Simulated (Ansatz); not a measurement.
# LiMgBN2 (I-4m2): phonons and vibrational spectra, part 2 of 2

How does LiMgBN2 (I-4m2) vibrate, and is this structure a minimum?

Ansatz 0.2.0; DFT PBEsol, scalar-relativistic, plane waves, PAW.

So far. Step 3 (Tight relaxation): The largest force component left is 0.074 meV/Å and the pressure is 0.000 GPa, within the tolerances set. The cell now holds 12.63 Å³/atom. The relaxed cell has a = 3.778, c = 8.849 Å (conventional setting).

## (4) Linear response at the zone centre

The zone centre is the only wavevector solved here; it holds the modes that light can see, as far as symmetry allows. The response to a homogeneous field gives the Born charges and the dielectric tensor, and its change with displacement the Raman tensors.

input.yaml reads:

```yaml
crystal:
  lattice:
    - [-1.8892276976, 1.8892276976, 4.4243197671]
    - [1.8892276976, -1.8892276976, 4.4243197671]
    - [1.8892276976, 1.8892276976, -4.4243197671]
  atoms:
    - { symbol: Li, position: [0.25, 0.75, 0.5] }
    - { symbol: Mg, position: [0.75, 0.25, 0.5] }
    - { symbol: B, position: [0.5, 0.5, 0.0] }
    - { symbol: "N", position: [0.651730415, 0.651730415, 0.0] }
    - { symbol: "N", position: [0.348269585, 0.348269585, 0.0] }
kpoints:
  mp_grid: { grid: [8, 8, 8] }
hamiltonian:
  xc: pbesol
scf:
  occupations: { method: fixed }
output:
  eigenvalues: true
phonons:
  method: dfpt
  dielectric: true
  rigid_motions: translations
  raman: true
```

Started as:

```console
> ansatz run input.yaml --threads 4 --pin off --max-ram 7168MiB --backend cpu --events-out ev --progress --plain --runs-dir out
```

Numbers of over 12 decimals in the logs are rounded to 6 here.

What it wrote:

```text
[...]
Crystal: 5 atoms, lattice volume = 63.165 Å³
Basis set: ecut = 420 eV, 1259 PW (Γ), exchange–correlation on 72×72×72 points (8 copies of the dense FFT grid, shifted against one another)
Bands: 18, of which v1, the nominal top of the filled ones, is band 13 counted from 1 (12 counted from 0)
Symmetry: 8 space group operations
k-points: 260 of 512 (irreducible under 1 space group operation, time reversal used)
[...]
SCF iter   1: F=—  HF=-3029.398153 eV  |F-HF|=—  |Δ(HF+E_count)|=         —  Δρ=8.85e-3  dr2=5.27e-2  ethr=1.77e-3  ⟨swp⟩=5.0  Hψ=20345  notcnv=0  defer=744
[...]
SCF iter   8: F=-3029.384505 eV  HF=-3029.384505 eV  |F-HF|=9.09e-13  |Δ(HF+E_count)|=   3.23e-9  Δρ=1.70e-7  dr2=6.80e-12  ethr=1.00e-12  ⟨swp⟩=14.2  Hψ=34675  notcnv=0
SCF 1 converged in 8 iterations: F = -3029.384505 eV  dr2 = 6.80e-12
[...]
NSCF: frozen V_eff on 3 k-points
DFPT response loops at Γ: preconditioner auto → none (the input reference at scf.mixing.eps_inf says where Resta's filter doesn't serve); β = 0.50; Broyden in place of MSR1
── the response to a field inside a basis, on 8×8×8 k-points: an SCF that follows is theirs, and a resumed run solves both again ──
Bands: 14, of which v1, the nominal top of the filled ones, is band 13 counted from 1 (12 counted from 0)
k-points: 56 of 512 (time reversal used)
[...]
Eigensolver: Dense (56 Hₖ)
SCF iter   1: F=—  HF=-3029.385874 eV  |F-HF|=—  |Δ(HF+E_count)|=         —  Δρ=2.39e-4  dr2=6.16e-6  ethr=1.00e-1
[...]
SCF iter   6: F=-3029.385881 eV  HF=-3029.385881 eV  |F-HF|=4.09e-12  |Δ(HF+E_count)|=  7.13e-10  Δρ=1.22e-7  dr2=5.02e-12  ethr=4.54e-12
SCF 1 converged in 6 iterations: F = -3029.385881 eV  dr2 = 5.02e-12
[...]
SCF converged after 8 iterations
Free energy (F): -3029.384505 eV
[...]
Internal energy: -3029.384505 eV  (E = F + TS)
E sigma→0 (E₀):  -3029.384505 eV
Fermi energy:    3.202863 eV
[...]
--- Band table (eV; the first three rows and the last of 260) ---
  k-point 0: bands = [... 9 lower, 1.0797, 1.0797, 1.7964, 1.7964, 5.7377, 9.1877, 11.0722, 11.0722, ... 1 higher]
  k-point 1: bands = [... 9 lower, 0.7286, 0.9458, 1.7035, 2.0841, 6.4303, 9.6406, 10.5045, 10.5607, ... 1 higher]
  k-point 2: bands = [... 9 lower, 0.1224, 0.6135, 1.4935, 2.4588, 7.6248, 9.9750, 10.0325, 10.9542, ... 1 higher]
  k-point 259: bands = [... 9 lower, 0.2548, 0.2548, 3.2029, 3.2029, 6.6495, 9.6407, 9.7621, 9.7621, ... 1 higher]
--- Phonons (Γ-DFPT): 9 representative perturbations + reference, on 260 of 512 k-points (Σ response iterations 28) ---
  k mesh reduced under 1 symmetry operation, with k and −k counted as one. Each operation leaves every solved perturbation unchanged. A smaller set is not considered because the run solves the response to a homogeneous field
  ASR residual: 2.494e-4 → 0.000e0 eV/Å²; symmetrization residual: 1.480e-6 eV/Å²
  ASR residual per site (eV/Å²): 1.45e-5 2.49e-4 1.50e-5 2.07e-5 2.07e-5
  Γ frequencies (cm⁻¹): 0.00 0.00 0.00 248.49 314.65 314.65 446.14 446.14 450.82 497.91 497.91 608.73 608.73 1070.22 1702.84
  ε∞ (high-frequency dielectric tensor):
        2.872856     0.000000     0.000000
        0.000000     2.872856     0.000000
        0.000000    -0.000000     3.794231
  ε⁰ (static dielectric tensor: ions relaxed, cell fixed):
        5.216239     0.000000     0.000000
        0.000000     5.216239    -0.000000
        0.000000    -0.000000     6.331821
  ε⁰ − ε∞ (ionic part):
        2.343383     0.000000     0.000000
        0.000000     2.343383    -0.000000
        0.000000    -0.000000     2.537590
  softest optical mode at Γ: 248.49 cm⁻¹; the repairs (sum rule, projections) moved no ω² at Γ by more than (1.91 cm⁻¹)²
  Born effective charges Z* (e; rows j = field, columns β = displacement):
    site 0:
         0.94686    0.00000    0.00000
        -0.00000    0.94686   -0.00000
         0.00000    0.00000    0.87099
    site 1:
         1.90152    0.00000    0.00000
        -0.00000    1.90152   -0.00000
         0.00000    0.00000    1.79639
    site 2:
        -0.02187    0.00000   -0.00000
        -0.00000   -0.02187    0.00000
        -0.00000    0.00000    3.42961
    site 3:
        -1.50019    0.00000   -0.00000
         0.00000   -1.32631    0.00000
        -0.00000    0.00000   -3.04850
    site 4:
        -1.32631   -0.00000   -0.00000
        -0.00000   -1.50019   -0.00000
        -0.00000   -0.00000   -3.04850
  Z* charge neutrality: 3.372e-5 e pre-enforcement
  k-mesh period / interband length: 30.2 Å / 1.34 Å = 22.51 at k = (0.0000, 0.0000, 0.0000), direct gap 3.941 eV — 14 or more, which is no proof of convergence
  Raman tensors (in the event stream and the table raman_tensors.tsv): an entry may err by 1.5e-2 Å², one of the second-order susceptibility by 2.4e-3 pm/V (basis, points and sum rule); their sum over the sites missed zero by 1.989e-5 Å² ahead of its enforcement
  optical modes at Γ without the LO–TO term, one row a degenerate level:
      ω (cm⁻¹)  modes    IR ((D/Å)²/amu)  static Raman (Å⁴/amu)  depolarisation
        248.49      1             0.0503                 0.0726           0.750
        314.65      2             6.6816                 0.0184           0.750
        446.14      2             7.8366                 0.2151           0.750
        450.82      1            11.6300                 0.0268           0.750
        497.91      2             0.6429                 3.4538           0.750
        608.73      2            10.8745                 1.1129           0.750
       1070.22      1             0.0000               187.6904           0.072
       1702.84      1            49.6217                 0.8038           0.750
  optical modes at Γ + LO–TO along q̂ = [1.0000, 0.0000, 0.0000]:
      ω (cm⁻¹)  modes    IR ((D/Å)²/amu)  static Raman (Å⁴/amu)  depolarisation
        248.49      1             0.0503                 0.0726           0.750
        314.65      1             3.3408                 0.0092           0.750
        346.45      1             0.8731                 0.0843           0.750
        446.14      1             3.9183                 0.1075           0.750
        450.82      1            11.6300                 0.0268           0.750
        481.56      1             1.3519                 0.1318           0.750
        497.91      1             0.3215                 1.7269           0.750
        505.58      1             1.0050                 1.7206           0.750
        608.73      1             5.4372                 0.5564           0.750
        679.69      1             9.7878                 0.8157           0.750
       1070.22      1             0.0000               187.6904           0.072
       1702.84      1            49.6217                 0.8038           0.750
  optical modes at Γ + LO–TO along q̂ = [0.0000, 1.0000, 0.0000]:
      ω (cm⁻¹)  modes    IR ((D/Å)²/amu)  static Raman (Å⁴/amu)  depolarisation
        248.49      1             0.0503                 0.0726           0.750
        314.65      1             3.3408                 0.0092           0.750
        346.45      1             0.8731                 0.0843           0.750
        446.14      1             3.9183                 0.1075           0.750
        450.82      1            11.6300                 0.0268           0.750
        481.56      1             1.3519                 0.1318           0.750
        497.91      1             0.3215                 1.7269           0.750
        505.58      1             1.0050                 1.7206           0.750
        608.73      1             5.4372                 0.5564           0.750
        679.69      1             9.7878                 0.8157           0.750
       1070.22      1             0.0000               187.6904           0.072
       1702.84      1            49.6217                 0.8038           0.750
  optical modes at Γ + LO–TO along q̂ = [0.0000, 0.0000, 1.0000]:
      ω (cm⁻¹)  modes    IR ((D/Å)²/amu)  static Raman (Å⁴/amu)  depolarisation
        248.96      1             0.0141                 0.0826           0.750
        314.65      2             6.6816                 0.0184           0.750
        446.14      2             7.8366                 0.2151           0.750
        497.91      2             0.6429                 3.4538           0.750
        540.27      1             8.4865                 0.0367           0.750
        608.73      2            10.8745                 1.1129           0.750
       1070.22      1             0.0000               187.6904           0.072
       1832.02      1            52.8014                 0.0373           0.750
```

Run time: 6.9 min. Hardware: 4 threads of Arm Neoverse N1, shared host; peak memory 1.5 GiB; 27 min of CPU time.

Reading the cycles: dr2 is the Hartree energy of the density residual (eV), the measure of convergence; HF is the Harris–Foulkes estimate of the energy, which meets the free energy F at convergence.

This step gave:

| Property | Result |
| --- | --- |
| sum-rule residual before enforcement | 2.49e-4 eV/Å² |
| miss of the charge sum rule | 3.37e-5 e |
| point group | -42m |
| highest optical mode at the zone centre (no LO-TO term) | 1703 cm⁻¹ |
| lowest optical zone-centre mode | 248.5 cm⁻¹ |
| mean high-frequency dielectric constant | 3.180 |
| largest Born charge (third of the trace) | -1.958 e |
| mean static dielectric constant | 5.588 |
| top of the zone-centre spectrum with the field | 1832 cm⁻¹ |

Without the LO-TO term. Patterns of degenerate modes are one choice out of their space. The modes at Γ (shares of kinetic energy by element, %):

| mode | frequency (cm⁻¹) | symmetry | Li % | Mg % | B % | N % |
| --- | --- | --- | --- | --- | --- | --- |
| 1 | 0.0 | acoustic | 10 | 35 | 15 | 40 |
| 2 | 0.0 | acoustic | 10 | 35 | 15 | 40 |
| 3 | 0.0 | acoustic | 10 | 35 | 15 | 40 |
| 4 | 248.5 | B2 | 59 | 39 | 1 | 2 |
| 5 | 314.6 | E | 0 | 26 | 7 | 66 |
| 6 | 314.6 | E | 0 | 26 | 7 | 66 |
| 7 | 446.1 | E | 24 | 10 | 33 | 34 |
| 8 | 446.1 | E | 24 | 10 | 33 | 34 |
| 9 | 450.8 | B2 | 31 | 27 | 9 | 32 |
| 10 | 497.9 | E | 65 | 23 | 2 | 9 |
| 11 | 497.9 | E | 65 | 23 | 2 | 9 |
| 12 | 608.7 | E | 1 | 6 | 42 | 51 |
| 13 | 608.7 | E | 1 | 6 | 42 | 51 |
| 14 | 1070.2 | A1 | 0 | 0 | 0 | 100 |
| 15 | 1702.8 | B2 | 0 | 0 | 74 | 26 |

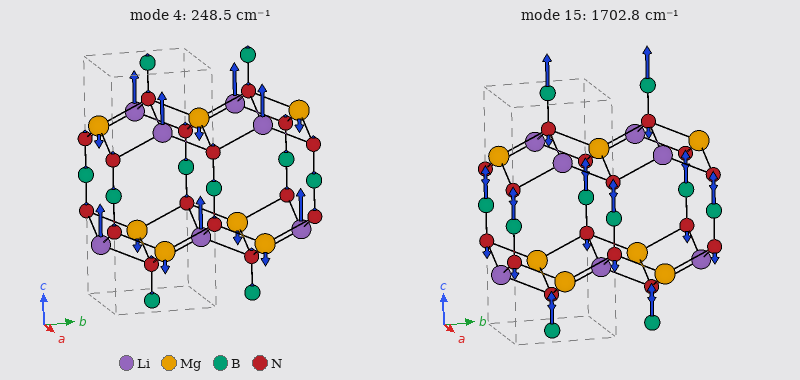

Displacement patterns of modes 4 and 15 at Γ; arrows are exaggerated. 1×2×1 conventional cells are drawn. Some periodic images of atoms are drawn too.

Optical modes at the zone centre, without and with the macroscopic field of the longitudinal modes; each column is sorted by frequency, so a row need not hold one and the same mode. Modes with and without the field, by row:

| rank among optical modes | no field (cm⁻¹) | q along (1, 0, 0) (cm⁻¹) | q along (0, 0, 1) (cm⁻¹) |
| --- | --- | --- | --- |
| 1 | 248.5 | 248.5 | 249 |
| 2 | 314.6 | 314.6 | 314.6 |
| 3 | 314.6 | 346.4 | 314.6 |
| 4 | 446.1 | 446.1 | 446.1 |
| 5 | 446.1 | 450.8 | 446.1 |
| 6 | 450.8 | 481.6 | 497.9 |
| 7 | 497.9 | 497.9 | 497.9 |
| 8 | 497.9 | 505.6 | 540.3 |
| 9 | 608.7 | 608.7 | 608.7 |
| 10 | 608.7 | 679.7 | 608.7 |
| 11 | 1070 | 1070 | 1070 |
| 12 | 1703 | 1703 | 1832 |

Born charge (rows field, columns displacement) (e), principal values of the symmetric part by kind of site:

| atom | atoms with these values | low | middle | high | mean |
| --- | --- | --- | --- | --- | --- |
| Li1 | 1 | 0.87 | 0.95 | 0.95 | 0.92 |
| Mg2 | 1 | 1.80 | 1.90 | 1.90 | 1.87 |
| B3 | 1 | -0.02 | -0.02 | 3.43 | 1.13 |
| N4 | 2 | -3.05 | -1.50 | -1.33 | -1.96 |

In full for Li1:

```
0.95 0.00 0.00
0.00 0.95 0.00
0.00 0.00 0.87
```

High-frequency dielectric tensor:

```
2.87 0.00 0.00
0.00 2.87 0.00
0.00 0.00 3.79
```

Static dielectric tensor (ions relaxed, fixed cell):

```
5.22 0.00 0.00
0.00 5.22 0.00
0.00 0.00 6.33
```

Transverse modes. Infrared lines, with heights relative to the strongest:

| position (cm⁻¹) | label | relative intensity |
| --- | --- | --- |
| 248 | B2 | 0.1 |
| 315 | E | 13 |
| 446 | E | 16 |
| 451 | B2 | 23 |
| 498 | E | 1.3 |
| 609 | E | 22 |
| 1070 | A1 | 0.0 |
| 1703 | B2 | 100 |

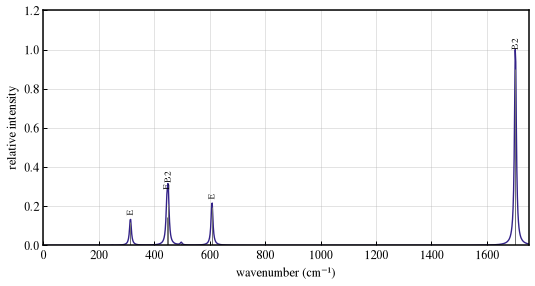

The infrared spectrum, broadened with Lorentzians of width 8 cm⁻¹; bars mark the lines.

Activity x (w_L - w)^4 (n + 1)/w, 532 nm, 300 K; modes without the macroscopic field alone. Raman lines, with heights relative to the strongest:

| position (cm⁻¹) | label | relative intensity |
| --- | --- | --- |
| 248 | B2 | 0.3 |
| 315 | E | 0.1 |
| 446 | E | 0.4 |
| 451 | B2 | 0.0 |
| 498 | E | 4.9 |
| 609 | E | 1.2 |
| 1070 | A1 | 100 |
| 1703 | B2 | 0.2 |

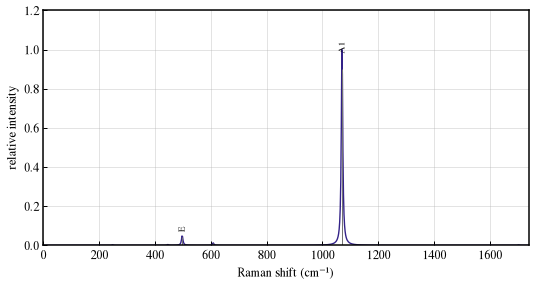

The Raman spectrum, broadened with Lorentzians of width 6 cm⁻¹; bars mark the lines.

Static second-order susceptibility (pm/V), twice the coefficient d of second-harmonic generation. Second order susceptibility, by row:

| field along | xx | yy | zz | yz | xz | xy |
| --- | --- | --- | --- | --- | --- | --- |
| x | 0 | 0 | 0 | 0 | -1.35 | 0 |
| y | 0 | 0 | 0 | 1.35 | 0 | 0 |
| z | -1.35 | 1.35 | 0 | 0 | 0 | 0 |

Before it was imposed, the acoustic sum rule was missed by 2.5e-4 eV/Å² and the charge sum rule by 3.4e-5 e. Small misses are needed for a sound result but don't prove that mesh and cutoff are converged. The lowest optical mode is real, 248 cm⁻¹.

## (5) Another isotope, element B, natural mass 10.81 amu

An isotope changes the mass and not the force constants, so no new electronic calculation is needed; the shifts show which modes move this element.

The same force constants with the mass of B changed from 10.810 to 10.013 u (phonopy, no LO-TO term). Both lists are sorted by frequency; levels can cross, so a row need not hold one and the same mode. Modes under 3 cm⁻¹ are left out. Isotope shifts, by row:

| q | rank | natural mass (cm⁻¹) | changed mass (cm⁻¹) |
| --- | --- | --- | --- |
| 0 0 0 | 4 | 248.5 | 248.6 |
| 0 0 0 | 5 | 314.6 | 315.5 |
| 0 0 0 | 6 | 314.6 | 315.5 |
| 0 0 0 | 7 | 446.1 | 451.5 |
| 0 0 0 | 8 | 446.1 | 451.5 |
| 0 0 0 | 9 | 450.8 | 452.4 |
| 0 0 0 | 10 | 497.9 | 498.4 |
| 0 0 0 | 11 | 497.9 | 498.4 |
| 0 0 0 | 12 | 608.7 | 619.2 |
| 0 0 0 | 13 | 608.7 | 619.2 |
| 0 0 0 | 14 | 1070 | 1070 |
| 0 0 0 | 15 | 1703 | 1753 |

A mode of this element alone would shift by +3.90 %. The highest zone-centre frequency without the field goes from 1702.8 to 1752.6 cm⁻¹ (+2.9 %). The product of the frequency ratios over all optical modes at Γ is 1.103; the product rule, (m/m′)^(3k/2) (M′/M)^(3/2) with k = 1 such atoms and M the mass of the cell, gives 1.103.

## (6) Isotope substitution, element Li, natural mass 6.94 amu

The same for Li, from 6.94 to 6.02 u.

The same force constants with the mass of Li changed from 6.940 to 6.015 u (phonopy, no LO-TO term). Both lists are sorted by frequency; levels can cross, so a row need not hold one and the same mode. Modes under 3 cm⁻¹ are left out. Isotope shifts, by row:

| q | rank | natural mass (cm⁻¹) | changed mass (cm⁻¹) |
| --- | --- | --- | --- |
| 0 0 0 | 4 | 248.5 | 258.7 |
| 0 0 0 | 5 | 314.6 | 314.7 |
| 0 0 0 | 6 | 314.6 | 314.7 |
| 0 0 0 | 7 | 446.1 | 451.3 |
| 0 0 0 | 8 | 446.1 | 451.3 |
| 0 0 0 | 9 | 450.8 | 462 |
| 0 0 0 | 10 | 497.9 | 524.7 |
| 0 0 0 | 11 | 497.9 | 524.7 |
| 0 0 0 | 12 | 608.7 | 609.1 |
| 0 0 0 | 13 | 608.7 | 609.1 |
| 0 0 0 | 14 | 1070 | 1070 |
| 0 0 0 | 15 | 1703 | 1703 |

A mode of this element alone would shift by +7.41 %. The highest zone-centre frequency without the field goes from 1702.8 to 1702.9 cm⁻¹ (+0.0 %). The product of the frequency ratios over all optical modes at Γ is 1.215; the product rule, (m/m′)^(3k/2) (M′/M)^(3/2) with k = 1 such atoms and M the mass of the cell, gives 1.215.

## (7) Another isotope, element Mg, natural mass 24.305 amu

The same for Mg, from 24.30 to 25.98 u.

The same force constants with the mass of Mg changed from 24.305 to 25.983 u (phonopy, no LO-TO term). Both lists are sorted by frequency; levels can cross, so a row need not hold one and the same mode. Modes under 3 cm⁻¹ are left out. Isotope shifts, by row:

| q | rank | natural mass (cm⁻¹) | changed mass (cm⁻¹) |
| --- | --- | --- | --- |
| 0 0 0 | 4 | 248.5 | 245.3 |
| 0 0 0 | 5 | 314.6 | 311.8 |
| 0 0 0 | 6 | 314.6 | 311.8 |
| 0 0 0 | 7 | 446.1 | 444.6 |
| 0 0 0 | 8 | 446.1 | 444.6 |
| 0 0 0 | 9 | 450.8 | 447 |
| 0 0 0 | 10 | 497.9 | 494.3 |
| 0 0 0 | 11 | 497.9 | 494.3 |
| 0 0 0 | 12 | 608.7 | 607.6 |
| 0 0 0 | 13 | 608.7 | 607.6 |
| 0 0 0 | 14 | 1070 | 1070 |
| 0 0 0 | 15 | 1703 | 1703 |

A mode of this element alone would shift by -3.28 %. The highest zone-centre frequency without the field goes from 1702.8 to 1702.8 cm⁻¹ (-0.0 %). The product of the frequency ratios over all optical modes at Γ is 0.937; the product rule, (m/m′)^(3k/2) (M′/M)^(3/2) with k = 1 such atoms and M the mass of the cell, gives 0.937.

## (8) Another isotope, element N, natural mass 14.007 amu

The same for N, from 14.01 to 15.00 u.

The same force constants with the mass of N changed from 14.007 to 15.000 u (phonopy, no LO-TO term). Both lists are sorted by frequency; levels can cross, so a row need not hold one and the same mode. Modes under 3 cm⁻¹ are left out. Isotope shifts, by row:

| q | rank | natural mass (cm⁻¹) | changed mass (cm⁻¹) |
| --- | --- | --- | --- |
| 0 0 0 | 4 | 248.5 | 248.3 |
| 0 0 0 | 5 | 314.6 | 307.5 |
| 0 0 0 | 6 | 314.6 | 307.5 |
| 0 0 0 | 7 | 446.1 | 441 |
| 0 0 0 | 8 | 446.1 | 441 |
| 0 0 0 | 9 | 450.8 | 445.9 |
| 0 0 0 | 10 | 497.9 | 496.5 |
| 0 0 0 | 11 | 497.9 | 496.5 |
| 0 0 0 | 12 | 608.7 | 598.4 |
| 0 0 0 | 13 | 608.7 | 598.4 |
| 0 0 0 | 14 | 1070 | 1034 |
| 0 0 0 | 15 | 1703 | 1688 |

A mode of this element alone would shift by -3.37 %. The highest zone-centre frequency without the field goes from 1702.8 to 1688.4 cm⁻¹ (-0.8 %). The product of the frequency ratios over all optical modes at Γ is 0.849; the product rule, (m/m′)^(3k/2) (M′/M)^(3/2) with k = 2 such atoms and M the mass of the cell, gives 0.849.

## (9) Outcome

```json
{
  "space group after relaxation (within 0.01 Å)": "I-4m2",
  "volume per atom": "12.6 Å³",
  "gap on the k-mesh": "2.53 eV",
  "highest optical mode at the zone centre (no LO-TO term)": "1703 cm⁻¹",
  "top of the zone-centre spectrum with the field": "1832 cm⁻¹",
  "lowest optical zone-centre mode": "248 cm⁻¹",
  "mean high-frequency dielectric constant": "3.18",
  "mean static dielectric constant": "5.59",
  "largest Born charge (third of the trace)": "-1.96 e",
  "imaginary modes at Γ (the only wavevector solved)": "none"
}
```

In words: The structure is stable against zone-centre distortions, since no mode there is imaginary; runs at other wavevectors are not part of this account. Without the field, the optical modes at Γ span 248 to 1703 cm⁻¹. The dispersion is not part of this account. The highest mode in this list at Γ, 1702.8 cm⁻¹, is mostly motion of B (74 % of the kinetic energy). With the macroscopic field of the longitudinal modes the top of the zone-centre spectrum lies at 1832 cm⁻¹, against 1703 cm⁻¹ without it. Lattice motion raises the mean dielectric constant from 3.180 to 5.588. The strongest infrared line is at 1703 cm⁻¹. Averaged over orientations, the strongest Raman line at 532 nm and 300 K is at 1070 cm⁻¹, among the modes without the field; their longitudinal partners can be Raman active too. These are harmonic frequencies at zero temperature: anharmonic shifts, linewidths and thermal expansion are left out.

[Logs are printed without paths, hosts, clocks, repeated set-up lines and the standing remarks that a program may print on its own settings, such as how far it seeks lower states.]

[Hosts, paths, dates, database ids (printed as entryN), source tags and the programs' standing remarks are cut or masked in the printed files.]
